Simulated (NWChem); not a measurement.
# A workflow on the pair BH3O···CO

We compute a single-point energy (singlet CH3BO2, PBE0-D3(BJ)/pcseg-1), then a single-point energy (singlet BH3O, PBE0-D3(BJ)/pcseg-1), then the energy (singlet CO, PBE0-D3(BJ)/pcseg-1), then the energy (singlet BH3O, PBE0-D3(BJ)/pcseg-1), then a single-point energy (singlet CO, PBE0-D3(BJ)/pcseg-1) of CH3BO2 and its partners. 

Program for the calculation: NWChem 7.3.0.

## (1) Starting point

CH3BO2: 7 atoms, total charge 0, spin state singlet. The two molecules were placed rigidly side by side, at 1.3 times their contact distance; the pair isn't optimised.

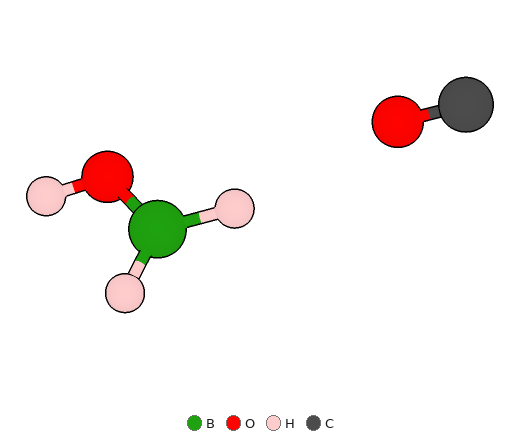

The structure, seen from a chosen angle (boron green, oxygen red, hydrogen pink, carbon dark grey).

## (2) A single-point energy at PBE0-D3(BJ)/pcseg-1 (run 1)

The input, work.nw:

```
start work
memory total 2200 mb
charge 0

geometry noautosym nocenter noautoz
   B     -0.236600    -0.338080     0.082980
   O      0.403500     0.816520     0.354180
   H     -0.830300    -0.850780     0.986080
   H     -0.200600    -0.814180    -1.019820
   H      0.864000     1.186520    -0.403420
   C     -4.844920    -2.150710     2.920970
   O     -4.075430    -1.655310     2.269560
end

basis spherical bse
   * library pcseg-1
end

dft
   xc pbe0
   disp vdw 4
   grid fine
   convergence energy 1e-08
   maxiter 100
   mulliken
   noprint "final vectors analysis"
end

task dft energy
```

On the command line:

```console
$ nwchem work.nw > work.out
```

Output:

```text
[...]
          Wavefunction type:  closed shell.
          No. of atoms     :     7
          No. of electrons :    30
[...]
          Charge           :     0
          Spin multiplicity:     1
[...]
          AO basis - number of functions:    71
[...]
              XC Information
              --------------
                         PBE0 Method XC Functional
                     Hartree-Fock (Exact) Exchange  0.250
          PerdewBurkeErnzerhof Exchange Functional  0.750
            Perdew 1991 LDA Correlation Functional  1.000 local
           PerdewBurkeErnz. Correlation Functional  1.000 non-local
[...]
 d= 0,ls=0.0,diis     1   -214.8376042159 -2.90D+02  1.67D-02  7.78D-01     0.5
[...]
 d= 0,ls=0.0,diis     8   -214.9289468461 -8.19D-09  3.23D-06  1.07D-07     2.8
         Total DFT energy =     -214.928946846122
      One electron energy =     -440.263770091681
           Coulomb energy =      177.974997244643
    Exchange-Corr. energy =      -27.402573143647
 Nuclear repulsion energy =       74.764111932066
    Dispersion correction =       -0.001712787502
[...]
      Total Density - Mulliken Population Analysis
     ---------------------------------------------
    Atom       Charge   Shell Charges
 -----------   ------   -------------------------------------------------------
    1 B    5     4.82   1.99  0.66  0.32  1.51  0.26  0.06
    2 O    8     8.32   2.00  0.91  0.80  2.97  1.63  0.01
    3 H    1     1.04   0.78  0.25  0.01
    4 H    1     1.07   0.78  0.28  0.01
    5 H    1     0.76   0.69  0.01  0.06
    6 C    6     5.89   2.00  0.91  0.93  1.62  0.35  0.08
    7 O    8     8.11   2.00  0.94  0.83  2.89  1.43  0.03
[...]
```

It took 3.6 s on 1 thread of AMD EPYC 9R45 (Zen 5), shared host; peak memory 0.12 GiB.

## (3) BH3O: the energy at PBE0-D3(BJ)/pcseg-1 (run 2)

The input, bh3o.nw:

```
echo
start bh3o
title "BH3O"
memory stack 880 mb heap 220 mb global 1100 mb

geometry units angstroms noautosym nocenter noautoz
  B    -0.236600   -0.338080    0.082980
  O     0.403500    0.816520    0.354180
  H    -0.830300   -0.850780    0.986080
  H    -0.200600   -0.814180   -1.019820
  H     0.864000    1.186520   -0.403420
end

basis spherical bse
  * library pcseg-1
end

dft
  xc pbe0
  mult 1
  disp vdw 4
  grid fine
  convergence energy 1e-08
  maxiter 100
  mulliken
  noprint "final vectors analysis"
end

task dft energy
```

On the command line:

```console
$ nwchem bh3o.nw > bh3o.out
```

Output:

```text
[...]
          Wavefunction type:  closed shell.
          No. of atoms     :     5
          No. of electrons :    16
[...]
          Charge           :     0
          Spin multiplicity:     1
[...]
          AO basis - number of functions:    43
[...]
              XC Information
              --------------
                         PBE0 Method XC Functional
                     Hartree-Fock (Exact) Exchange  0.250
          PerdewBurkeErnzerhof Exchange Functional  0.750
            Perdew 1991 LDA Correlation Functional  1.000 local
           PerdewBurkeErnz. Correlation Functional  1.000 non-local
[...]
 d= 0,ls=0.0,diis     1   -101.7197264018 -1.32D+02  1.94D-02  3.74D-01     0.3
[...]
 d= 0,ls=0.0,diis     8   -101.7641544379  6.13D-11  8.81D-07  4.78D-09     1.6
         Total DFT energy =     -101.764154437894
      One electron energy =     -198.284884756902
           Coulomb energy =       79.760655989278
    Exchange-Corr. energy =      -13.643435402062
 Nuclear repulsion energy =       30.404690156908
    Dispersion correction =       -0.001180425116
[...]
      Total Density - Mulliken Population Analysis
     ---------------------------------------------
    Atom       Charge   Shell Charges
 -----------   ------   -------------------------------------------------------
    1 B    5     4.82   1.99  0.66  0.32  1.51  0.26  0.06
    2 O    8     8.32   2.00  0.91  0.80  2.97  1.63  0.01
    3 H    1     1.04   0.78  0.25  0.01
    4 H    1     1.07   0.78  0.28  0.01
    5 H    1     0.76   0.69  0.01  0.06
[...]
```

Run time: 2.1 s. Hardware: 1 thread of AMD EPYC 9R45 (Zen 5), shared host; peak memory 0.12 GiB.

## (4) CO: a single-point energy at PBE0-D3(BJ)/pcseg-1 (run 3)

The input, struct.nw:

```
start struct
memory total 2200 mb

geometry noautosym nocenter noautoz
  C    -4.844920   -2.150710    2.920970
  O    -4.075430   -1.655310    2.269560
end

basis spherical bse
  C library pcseg-1
  O library pcseg-1
end

dft
  xc pbe0
  disp vdw 4
  grid fine
  convergence energy 1e-08
  maxiter 100
  mulliken
  print low
end

task dft energy
```

On the command line:

```console
$ nwchem struct.nw > struct.out
```

Output:

```text
[...]
 d= 0,ls=0.0,diis     1   -113.1178992200 -1.36D+02  3.02D-02  4.01D-01     0.1
[...]
 d= 0,ls=0.0,diis     7   -113.1644534968 -1.53D-09  2.48D-07  7.66D-11     0.4
         Total DFT energy =     -113.164453496837
      One electron energy =     -198.416034567238
           Coulomb energy =       76.399659687412
    Exchange-Corr. energy =      -13.759529602122
 Nuclear repulsion energy =       22.611788799820
    Dispersion correction =       -0.000337814709
[...]
      Total Density - Mulliken Population Analysis
     ---------------------------------------------
    Atom       Charge   Shell Charges
 -----------   ------   -------------------------------------------------------
    1 C    6     5.88   2.00  0.91  0.93  1.62  0.35  0.08
    2 O    8     8.12   2.00  0.94  0.83  2.89  1.43  0.03
[...]
```

Wall time 0.92 s (1 thread of AMD EPYC 9R45 (Zen 5), shared host); peak memory 0.11 GiB.

## (5) BH3O among ghost functions: the energy at PBE0-D3(BJ)/pcseg-1 (with ghost functions) (run 4)

The input, struct.nw:

```
start struct
title "BH3O PBE0"
memory 2200 mb

geometry noautosym nocenter noautoz
  B    -0.236600   -0.338080    0.082980
  O     0.403500    0.816520    0.354180
  H    -0.830300   -0.850780    0.986080
  H    -0.200600   -0.814180   -1.019820
  H     0.864000    1.186520   -0.403420
  bqC     -4.844920    -2.150710     2.920970
  bqO     -4.075430    -1.655310     2.269560
end

basis spherical bse
  B library pcseg-1
  O library pcseg-1
  H library pcseg-1
  bqC library C pcseg-1
  bqO library O pcseg-1
end

dft
  xc pbe0
  mult 1
  disp vdw 4
  grid fine
  convergence energy 1e-08
  maxiter 100
  mulliken
  noprint "final vectors analysis"
end

task dft energy
```

On the command line:

```console
$ nwchem struct.nw > struct.out
```

Output:

```text
[...]
          Wavefunction type:  closed shell.
          No. of atoms     :     7
          No. of electrons :    16
[...]
          Charge           :     0
          Spin multiplicity:     1
[...]
          AO basis - number of functions:    71
[...]
              XC Information
              --------------
                         PBE0 Method XC Functional
                     Hartree-Fock (Exact) Exchange  0.250
          PerdewBurkeErnzerhof Exchange Functional  0.750
            Perdew 1991 LDA Correlation Functional  1.000 local
           PerdewBurkeErnz. Correlation Functional  1.000 non-local
[...]
 d= 0,ls=0.0,diis     1   -101.7197285020 -1.32D+02  1.18D-02  3.74D-01     0.5
[...]
 d= 0,ls=0.0,diis     8   -101.7641570876  6.10D-11  5.34D-07  4.78D-09     2.9
         Total DFT energy =     -101.764157087630
      One electron energy =     -198.284866946581
           Coulomb energy =       79.760630673843
    Exchange-Corr. energy =      -13.643430546684
 Nuclear repulsion energy =       30.404690156908
    Dispersion correction =       -0.001180425116
[...]
      Total Density - Mulliken Population Analysis
     ---------------------------------------------
    Atom       Charge   Shell Charges
 -----------   ------   -------------------------------------------------------
    1 B    5     4.82   1.99  0.66  0.32  1.51  0.26  0.06
    2 O    8     8.32   2.00  0.91  0.80  2.97  1.63  0.01
    3 H    1     1.04   0.78  0.25  0.01
    4 H    1     1.07   0.78  0.28  0.01
    5 H    1     0.76   0.69  0.01  0.06
    6 X    0     0.00  -0.00 -0.00  0.00 -0.00  0.00 -0.00
    7 X    0    -0.00  -0.00 -0.00  0.00  0.00 -0.00  0.00
[...]
```

It took 3.6 s on 1 thread of AMD EPYC 9R45 (Zen 5), shared host; peak memory 0.12 GiB.

## (6) CO among ghost functions: a single-point energy at PBE0-D3(BJ)/pcseg-1 (with ghost functions) (run 5)

The input, co.nw:

```
start co
title "CO"
memory total 2200 mb

geometry units au noautosym nocenter noautoz
  C  -9.15557190 -4.06425287  5.51983332
  O  -7.70144654 -3.12808255  4.28884682
  bqB     -0.447109    -0.638879     0.156809
  bqO      0.762504     1.542999     0.669303
  bqH     -1.569040    -1.607741     1.863421
  bqH     -0.379079    -1.538577    -1.927180
  bqH      1.632723     2.242198    -0.762353
end

basis spherical bse
  C library pcseg-1
  O library pcseg-1
  bqB library B pcseg-1
  bqO library O pcseg-1
  bqH library H pcseg-1
end

dft
  xc pbe0
  disp vdw 4
  grid fine
  convergence energy 1e-08
  iterations 100
  mulliken
  print low
end

task dft energy
```

On the command line:

```console
$ nwchem co.nw > co.out
```

Output:

```text
[...]
 d= 0,ls=0.0,diis     1   -113.1180631568 -1.36D+02  1.19D-02  4.01D-01     0.4
[...]
 d= 0,ls=0.0,diis     7   -113.1645881833 -1.54D-09  9.78D-08  7.73D-11     2.2
         Total DFT energy =     -113.164588183325
      One electron energy =     -198.412576662088
           Coulomb energy =       76.395587977527
    Exchange-Corr. energy =      -13.759048802367
 Nuclear repulsion energy =       22.611787118312
    Dispersion correction =       -0.000337814709
[...]
      Total Density - Mulliken Population Analysis
     ---------------------------------------------
    Atom       Charge   Shell Charges
 -----------   ------   -------------------------------------------------------
    1 C    6     5.88   2.00  0.91  0.93  1.62  0.35  0.08
    2 O    8     8.12   2.00  0.94  0.83  2.89  1.43  0.03
    3 X    0    -0.00  -0.00  0.00 -0.00 -0.00 -0.00 -0.00
    4 X    0    -0.00  -0.00 -0.00 -0.00 -0.00 -0.00 -0.00
    5 X    0     0.00  -0.00  0.00 -0.00
    6 X    0    -0.00   0.00 -0.00 -0.00
    7 X    0    -0.00  -0.00 -0.00  0.00
[...]
```

Wall time 2.8 s (1 thread of AMD EPYC 9R45 (Zen 5), shared host); peak memory 0.12 GiB.

## (7) What came out

| quantity | value |
| --- | --- |
| run 1, PBE0-D3(BJ)/pcseg-1: total energy | -214.92895 Eh |
| run 1, PBE0-D3(BJ)/pcseg-1: dipole moment | 1.71 D |
| run 1, PBE0-D3(BJ)/pcseg-1: dispersion energy | -4.50 kJ/mol |
| BH3O: total energy | -101.76415 Eh |
| BH3O: dipole moment | 1.68 D |
| BH3O: dispersion energy | -3.10 kJ/mol |
| CO: total energy | -113.16445 Eh |
| CO: dispersion energy | -0.89 kJ/mol |
| BH3O among ghost functions: total energy | -101.76416 Eh |
| BH3O among ghost functions: dipole moment | 1.68 D |
| BH3O among ghost functions: dispersion energy | -3.10 kJ/mol |
| CO among ghost functions: total energy | -113.16459 Eh |
| CO among ghost functions: dispersion energy | -0.89 kJ/mol |
| interaction energy of the rigid parts BH3O and CO (parts in their own basis; closest atoms 3.58 Å apart) | -0.009 eV |
| interaction energy of the rigid parts BH3O and CO (parts in the whole basis, counterpoise; closest atoms 3.58 Å apart) | -0.005 eV |

The interaction energy of the rigid parts BH3O and CO (parts in their own basis; closest atoms 3.58 Å apart) is −0.01 eV (−0.9 kJ/mol). Without counterpoise this holds the superposition error of the basis. The interaction energy of the rigid parts BH3O and CO (parts in the whole basis, counterpoise; closest atoms 3.58 Å apart) is −0.01 eV (−0.5 kJ/mol). The basis-set superposition error is 0.4 kJ/mol. Mulliken charges (BH3O) run from -0.32 on O2 to +0.24 on H5; they depend strongly on the basis.
